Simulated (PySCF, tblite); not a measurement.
# C2H8FPSi2: geometry, infrared bands and NMR shifts

Aim: predict the infrared bands and NMR shifts of C2H8FPSi2 (`F/C(=C\[SiH3])[SiH2]P`).

Programs: tblite 0.8.0 and PySCF 2.14.0, with density-fitted response routines of our own. Each step states its level of theory. These are calculated values for one molecule in the gas phase, unless marked as measured. Atoms count from 0, in the outputs and in this text.

## Step 1: Starting geometry

14 atoms, charge 0, multiplicity 1; geometry from: force field or distance geometry start.

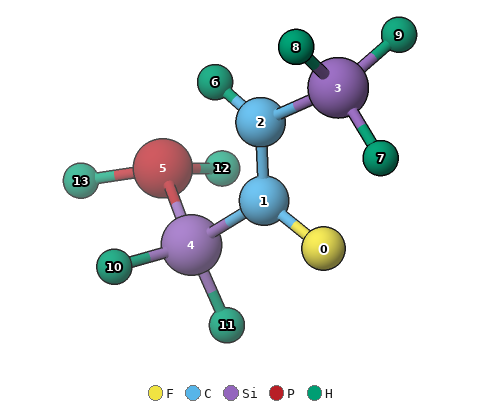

The starting geometry (fluorine yellow, carbon blue, silicon purple, phosphorus red, hydrogen teal), atoms numbered.

## Step 2: Geometry optimisation with GFN2-xTB

Job settings and geometry (Å):

```
{"job": {"kind": "relax", "xc": "GFN2-xTB", "basis": "xTB"}, "charge": 0, "multiplicity": 1}
F      0.951500     0.002200    -1.855700
C      0.252600    -0.180600    -0.702800
C      0.931200    -0.114800     0.459900
Si     2.728700     0.253100     0.365700
Si    -1.548900    -0.534200    -0.790400
P     -2.756700     0.506400     0.682500
H      0.427100    -0.250400     1.391600
H      3.221600     0.084800    -1.015600
H      3.460100    -0.770100     1.163400
H      3.071100     1.590000     0.803000
H     -1.794000    -1.992500    -0.660800
H     -1.948800    -0.224600    -2.194800
H     -3.072600     1.877900     0.372600
H     -3.923400    -0.247500     1.079400
```

Run with:

```
OMP_NUM_THREADS=1 python probes_run.py task.json out
```

The driver reads the jobs from task.json and runs them one after another.

Log:

```text
step      E/eV     max force
  0    -516.72416    2.703
  1    -516.97292    1.758
  2    -517.21849    1.608
  3    -517.40933    1.425
  4    -517.57456    1.271
  5    -517.62155    0.694
  6    -517.65854    0.475
  7    -517.67039    0.469
  8    -517.69455    0.290
  9    -517.70475    0.293
 10    -517.71188    0.254
 11    -517.71946    0.276
 12    -517.72984    0.265
 13    -517.73835    0.248
 14    -517.74370    0.167
 15    -517.74634    0.140
 16    -517.74799    0.125
 17    -517.74961    0.099
 18    -517.75132    0.101
 19    -517.75300    0.095
 20    -517.75458    0.098
 21    -517.75588    0.096
 22    -517.75671    0.083
 23    -517.75715    0.047
 24    -517.75745    0.052
 25    -517.75783    0.055
 26    -517.75840    0.090
 27    -517.75904    0.097
 28    -517.75955    0.064
 29    -517.75989    0.050
 30    -517.76019    0.048
 31    -517.76055    0.058
 32    -517.76091    0.051
 33    -517.76120    0.044
 34    -517.76141    0.041
 35    -517.76167    0.065
 36    -517.76208    0.087
 37    -517.76268    0.085
 38    -517.76334    0.083
 39    -517.76395    0.074
 40    -517.76449    0.068
 41    -517.76499    0.069
 42    -517.76556    0.078
 43    -517.76625    0.096
 44    -517.76712    0.091
 45    -517.76812    0.077
 46    -517.76906    0.087
 47    -517.76987    0.072
 48    -517.77056    0.052
 49    -517.77102    0.056
 50    -517.77146    0.060
 51    -517.77217    0.073
 52    -517.77330    0.107
 53    -517.77469    0.092
 54    -517.77616    0.100
 55    -517.77768    0.066
 56    -517.77833    0.066
 57    -517.77899    0.061
 58    -517.77951    0.054
 59    -517.78085    0.086
 60    -517.78220    0.105
 61    -517.78398    0.110
 62    -517.78543    0.108
 63    -517.78604    0.081
 64    -517.78653    0.064
 65    -517.78688    0.050
 66    -517.78734    0.044
 67    -517.78796    0.040
 68    -517.78875    0.057
 69    -517.78946    0.060
 70    -517.78987    0.037
 71    -517.79017    0.036
 72    -517.79041    0.046
 73    -517.79078    0.050
 74    -517.79121    0.058
 75    -517.79157    0.050
 76    -517.79184    0.047
 77    -517.79206    0.044
 78    -517.79234    0.048
 79    -517.79269    0.058
 80    -517.79310    0.063
 81    -517.79349    0.046
 82    -517.79379    0.035
 83    -517.79404    0.041
 84    -517.79429    0.046
 85    -517.79458    0.056
 86    -517.79487    0.044
 87    -517.79509    0.035
 88    -517.79523    0.025
 89    -517.79530    0.014
 90    -517.79533    0.013
 91    -517.79535    0.010
 92    -517.79537    0.014
 93    -517.79540    0.018
 94    -517.79544    0.017
 95    -517.79547    0.008
```

Wall time 1.1 s (1 thread of Arm Neoverse N1, shared host); peak memory 0.18 GiB.

Step by step: (not every step is listed)

```csv
step,energy from step 0 (eV),largest force (eV/Å)
0,0.0000,2.7033
1,-0.2488,1.7583
2,-0.4943,1.6077
3,-0.6852,1.4249
4,-0.8504,1.2708
5,-0.8974,0.6945
6,-0.9344,0.4750
7,-0.9462,0.4693
8,-0.9704,0.2903
16,-1.0238,0.1247
24,-1.0333,0.0522
32,-1.0367,0.0511
40,-1.0403,0.0678
48,-1.0464,0.0517
56,-1.0542,0.0663
64,-1.0624,0.0645
72,-1.0662,0.0459
80,-1.0689,0.0633
88,-1.0711,0.0252
90,-1.0712,0.0131
91,-1.0712,0.0102
92,-1.0712,0.0142
93,-1.0712,0.0175
94,-1.0713,0.0172
95,-1.0713,0.0081
```

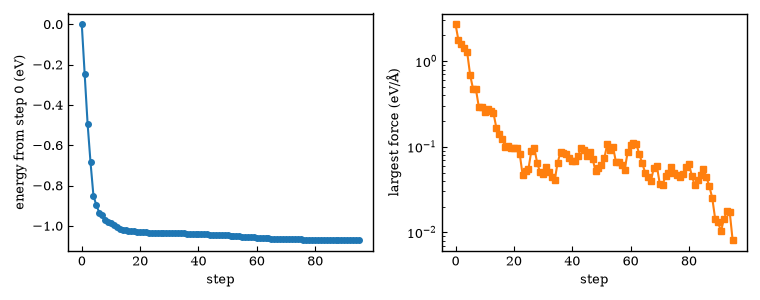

Energy and largest force along the relaxation.

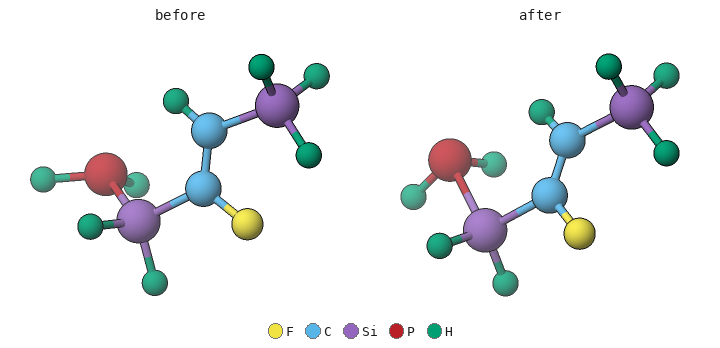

Before and after, at one scale.

Close pairs (by a distance rule), those that changed most:

```csv
bond,before (Å),after (Å),change (Å)
Si4–P5,2.170,2.239,+0.068
P5–H13,1.445,1.382,-0.063
C1–Si4,1.838,1.898,+0.060
P5–H12,1.441,1.385,-0.057
C2–Si3,1.837,1.886,+0.049
Si4–H11,1.493,1.468,-0.025
Si3–H8,1.489,1.466,-0.024
C1–C2,1.348,1.327,-0.021
```

The end geometry stands in the next job.

## Step 3: Harmonic vibrations with GFN2-xTB

Job settings and geometry (Å):

```
{"job": {"kind": "ir", "xc": "GFN2-xTB", "basis": "xTB"}, "charge": 0, "multiplicity": 1}
F      0.854635    -0.656779    -1.891690
C      0.188823    -0.349821    -0.742636
C      0.880062     0.086072     0.303140
Si     2.747682     0.336579     0.388515
Si    -1.684880    -0.624850    -0.871499
P     -2.510868     0.124125     1.069752
H      0.292905     0.311206     1.185265
H      3.336560     0.202158    -0.939434
H      3.290264    -0.668414     1.306931
H      2.976292     1.682828     0.922071
H     -1.978562    -2.058204    -0.974291
H     -2.175329     0.060602    -2.073568
H     -2.389283     1.467526     0.757608
H     -3.828980     0.086498     0.657771
```

Log:

```text
mode    cm-1     km/mol
  1      22.8      0.11
  2      43.0      3.56
  3      77.9      0.39
  4     111.5      3.98
  5     135.8      4.76
  6     164.2      5.24
  7     247.1      0.37
  8     356.2     14.63
  9     362.6     10.15
 10     438.5     35.16
 11     492.0      2.15
 12     517.5     36.14
 13     555.6     97.88
 14     566.8      6.27
 15     633.9    409.97
 16     687.8     16.01
 17     705.0     96.56
 18     746.9     86.06
 19     763.5     51.46
 20     775.0    384.42
 21     779.8    123.29
 22     780.7    152.68
 23     792.8    362.92
 24     820.5      7.75
 25    1030.9    164.90
 26    1144.4     14.75
 27    1227.3      9.56
 28    1638.9     41.03
 29    2212.2    239.31
 30    2228.0    138.94
 31    2245.9    381.63
 32    2250.2    232.91
 33    2306.3    137.23
 34    2312.0    239.50
 35    2393.3    139.39
 36    3029.3     28.36
```

Wall time 0.81 s (1 thread of Arm Neoverse N1, shared host); peak memory 0.18 GiB.

Which atoms move in the most intense modes:

```csv
cm⁻¹,km/mol,atoms
634,410.0,"H11 32 %, H10 24 %, H13 20 %, Si4 12 %"
775,384.4,"H10 35 %, H11 34 %"
793,362.9,"H9 22 %, Si3 21 %, H8 16 %, H7 15 %"
1031,164.9,"C1 50 %, H6 24 %, F0 23 %"
2212,239.3,H11 92 %
2246,381.6,"H9 84 %, H8 12 %"
2250,232.9,"H8 85 %, H9 13 %"
2312,239.5,H7 96 %
```

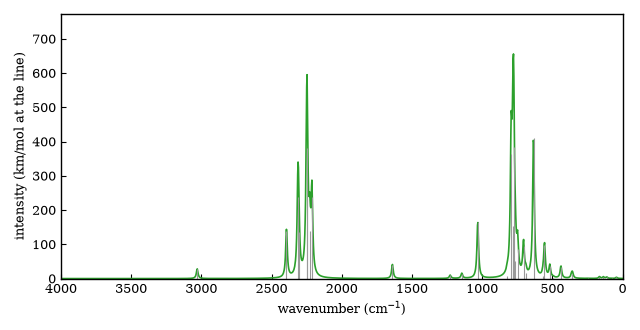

The infrared spectrum from these modes, unscaled. Lines are broadened to a width of 14 cm⁻¹ (Lorentzian).

## Step 4: Nuclear shieldings: PBE0/pcSseg-1

Same as in step 3 but for these lines:

```diff
@@ -1,2 +1,2 @@
-{"job": {"kind": "ir", "xc": "GFN2-xTB", "basis": "xTB"}, "charge": 0, "multiplicity": 1}
+{"job": {"kind": "nmr", "xc": "PBE0", "basis": "pcSseg-1"}, "charge": 0, "multiplicity": 1}
 F      0.854635    -0.656779    -1.891690
```

Level: GIAO PBE0/pcSseg-1 NMR shielding, non-relativistic, gas phase.

Log:

```text
coarse grid: 13096 points
cycle   1  E = -1100.4646581674  dE =  3.311e-01  |g| = 4.707e-01  |ddm| = 3.341e+00
cycle   2  E = -1100.4311144777  dE =  3.354e-02  |g| = 6.402e-01  |ddm| = 7.760e-01
cycle   3  E = -1100.5063976272  dE = -7.528e-02  |g| = 7.700e-02  |ddm| = 4.655e-01
cycle   4  E = -1100.5075940368  dE = -1.196e-03  |g| = 3.908e-02  |ddm| = 1.062e-01
cycle   5  E = -1100.5079537553  dE = -3.597e-04  |g| = 9.583e-03  |ddm| = 3.803e-02
cycle   6  E = -1100.5079676682  dE = -1.391e-05  |g| = 4.085e-03  |ddm| = 1.089e-02
cycle   7  E = -1100.5079716795  dE = -4.011e-06  |g| = 4.832e-04  |ddm| = 4.022e-03
final grid: 112776 points
cycle   8  E = -1100.5490122886  dE = -2.137e-05  |g| = 5.758e-03  |ddm| = 2.085e-02
cycle   9  E = -1100.5490054775  dE =  6.811e-06  |g| = 8.402e-03  |ddm| = 1.176e-02
cycle  10  E = -1100.5490197089  dE = -1.423e-05  |g| = 8.061e-04  |ddm| = 6.443e-03
cycle  11  E = -1100.5490198235  dE = -1.147e-07  |g| = 2.335e-04  |ddm| = 1.027e-03
cycle  12  E = -1100.5490198332  dE = -9.685e-09  |g| = 8.910e-05  |ddm| = 2.875e-04
cycle  13  E = -1100.5490198351  dE = -1.886e-09  |g| = 2.959e-05  |ddm| = 9.323e-05
cycle  14  E = -1100.5490198353  dE = -2.065e-10  |g| = 4.698e-06  |ddm| = 2.480e-05
converged SCF energy = -1100.5490198353

GIAO shielding tensors (ppm)
atom      isotropic    diamagn.    paramagn.     s11        s22        s33       span
  0 F      230.053     476.181    -246.129     74.923    242.675    372.560    297.637
  1 C       -0.056     255.142    -255.198   -114.033     50.834     63.031    177.064
  2 C       65.549     263.105    -197.556    -62.216     92.963    165.900    228.116
  3 Si     440.922     879.597    -438.675    426.842    434.195    461.730     34.888
  4 Si     408.093     880.998    -472.905    367.300    406.172    450.807     83.507
  5 P      628.311     968.125    -339.814    560.107    615.033    709.791    149.684
  6 H       26.126      35.038      -8.911     22.848     23.425     32.107      9.259
  7 H       27.142      28.563      -1.421     23.221     26.940     31.266      8.045
  8 H       27.586      28.104      -0.518     24.205     25.616     32.937      8.732
  9 H       27.734      28.382      -0.648     24.293     26.020     32.891      8.598
 10 H       27.106      28.913      -1.807     23.655     25.193     32.470      8.814
 11 H       26.832      29.174      -2.342     22.888     25.314     32.294      9.406
 12 H       30.611      31.119      -0.508     25.284     27.810     38.739     13.455
 13 H       30.626      28.978       1.648     25.303     26.706     39.869     14.566
```

Wall time 44 s (1 thread of Arm Neoverse N1, shared host); peak memory 0.82 GiB.

The references, computed at this level on geometries of the same kind, shield at (ppm): ¹H TMS 31.72, ¹³C TMS 186.9, ²⁹Si TMS 349.2, ¹⁹F CFCl3 170.9, ³¹P H3PO4 318.4. Their shielding less the atom's gives the shift. The references are single molecules in the gas phase, so shifts against H2O, NH3, PH3, H3PO4 or CFCl3 are not on the usual liquid scales and can be off by tens of ppm. Atoms listed in one row are averaged.

```csv
atoms,environment,σ (ppm),δ (ppm),δ scaled to CDCl3
C1,fully substituted alkene carbon,-0.1,187.0,180.6
C2,alkene CH,65.5,121.4,116.5
H6,hydrogen on an alkene CH,26.13,5.59,5.38
"H10, H11","hydrogen on a silicon bonded to C, P",26.97,4.75,–
"H7, H8, H9",hydrogen on a silicon bonded to C,27.49,4.23,–
"H12, H13",hydrogen on a phosphorus bonded to Si,30.62,1.10,–
F0,vinylic fluorine,230.1,-59.1,–
Si4,"silicon bonded to C, P, 2 H",408.1,-58.9,–
Si3,"silicon bonded to C, 3 H",440.9,-91.8,–
P5,"phosphorus bonded to Si, 2 H",628.3,-309.9,–
```

The scaled column applies a straight-line fit of computed shieldings to shifts measured in CDCl3, and one for carbons that bear F (root-mean-square error 0.16 ppm for H, 1.9 ppm for C).

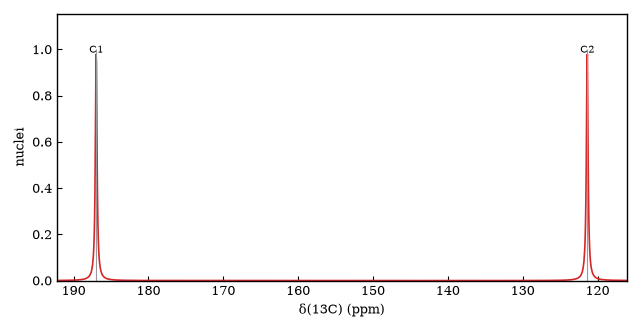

¹³C lines at the computed shifts, without couplings. Lines are broadened to a width of 0.26 ppm (Lorentzian).

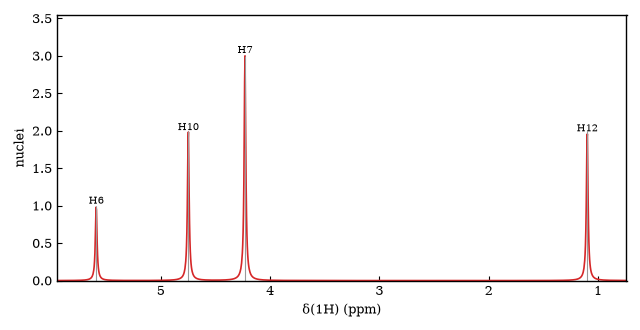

¹H lines at the computed shifts, without couplings. Lines are broadened to a width of 0.02 ppm (Lorentzian).

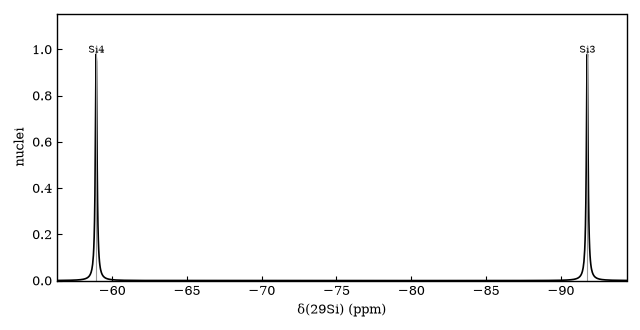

²⁹Si lines at the computed shifts, without couplings. Lines are broadened to a width of 0.13 ppm (Lorentzian).

Charges from the same density, by scheme (e):

```csv
atoms,Mulliken,IAO,Hirshfeld,ESP fit
F0,-0.29,-0.28,-0.09,-0.16
C1,0.03,0.04,-0.01,0.12
C2,-0.49,-0.47,-0.17,-0.36
Si3,0.55,0.61,0.31,0.42
Si4,0.48,0.57,0.28,0.26
P5,-0.27,-0.10,-0.01,-0.37
```

Hirshfeld charges:

F0 -0.09; C1 -0.01; C2 -0.17; Si3 0.31; Si4 0.28; P5 -0.01; H6 0.04; H7 -0.07; H8 -0.07; H9 -0.08; H10 -0.07; H11 -0.07; H12 -0.01; H13 0.00

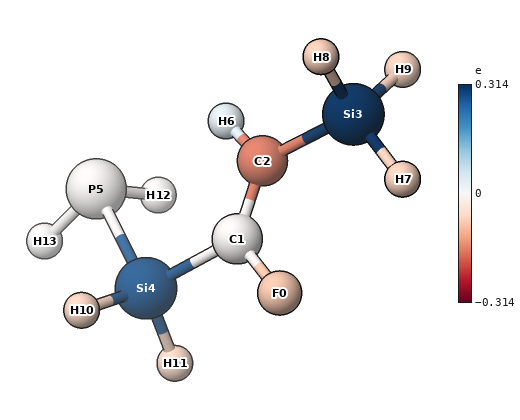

Hirshfeld charges, as colours on the atoms.

Mayer bond orders: F0–C1 0.90, C1–C2 1.84, C2–Si3 0.86, C1–Si4 0.87, Si4–P5 1.00.

The fields below are evaluated on a grid from the run's orbitals.

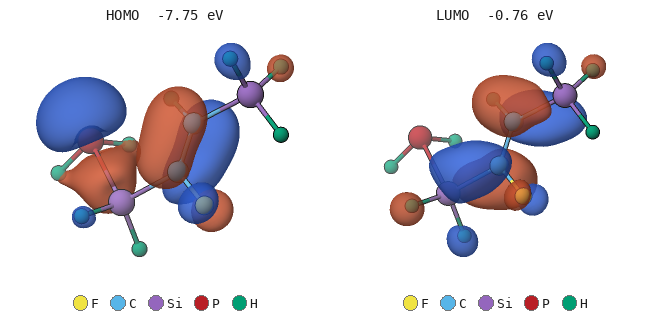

PBE0/pcSseg-1 orbitals near the gap, drawn at the value that encloses 70 % of each; the two colours are the two signs.

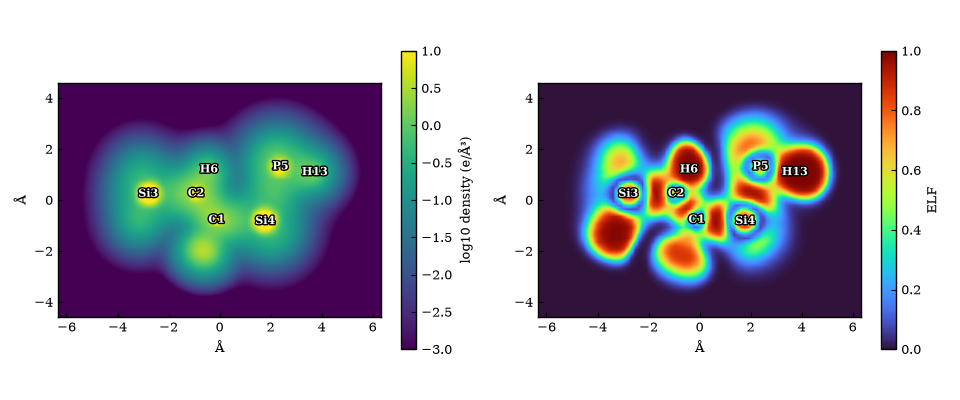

Density (left) and ELF (right) in a plane through or near 7 of the atoms.

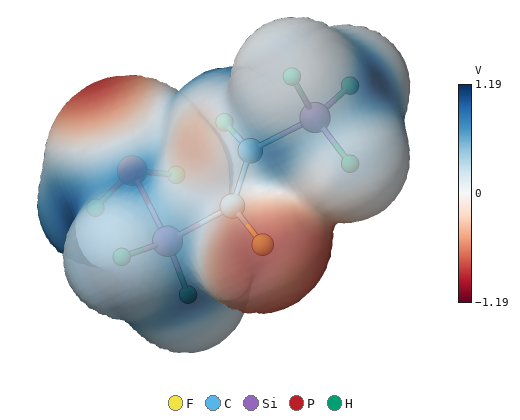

The potential that a unit positive charge feels on the 0.002 e/bohr³ surface, from -0.77 V near F0 to 1.19 V near H13.

## Step 5: Summary of results

| quantity | value |
| --- | --- |
| strongest single infrared mode (GFN2-xTB) | 634 cm⁻¹, 410 km/mol |
| zero-point energy (GFN2-xTB) | 50.9 kcal/mol |
| ¹³C shifts against TMS (PBE0/pcSseg-1) | 187.0, 121.4 ppm |
| ¹H shifts against TMS (PBE0/pcSseg-1, means over atoms taken as alike) | 5.59, 4.75, 4.23, 1.10 ppm |
| ¹⁹F shifts against CFCl3 (PBE0/pcSseg-1) | -59.1 ppm |
| ²⁹Si shifts against TMS (PBE0/pcSseg-1) | -58.9, -91.8 ppm |
| ³¹P shifts against H3PO4 (PBE0/pcSseg-1) | -309.9 ppm |
| surface potential, least and greatest | -0.77 V and 1.19 V |

What this shows: The optimisation took 95 steps and gained 1.071 eV; among the close pairs (by a distance rule), Si4–P5 changed most, from 2.170 to 2.239 Å. No mode is imaginary among the 36: a minimum at this level. The strongest single mode, at 634 cm⁻¹, moves mainly H11, H10 and H13. Unscaled tight-binding wavenumbers are off by several per cent, some by more. Its intensities can rank the bands wrongly. The most deshielded hydrogen is H6 (hydrogen on an alkene CH), at 5.59 ppm: attached to an sp2 carbon and in the plane of the double bond. At PBE0/pcSseg-1: Shielding is most anisotropic at F0 (span 298 ppm, paramagnetic term -246 ppm). At PBE0/pcSseg-1, counted by nearest atom on the grid, the HOMO lies on P5 29 %; C1, C2 about 20 % each, the LUMO on C1, C2 about 28 % each; Si4 7 %.
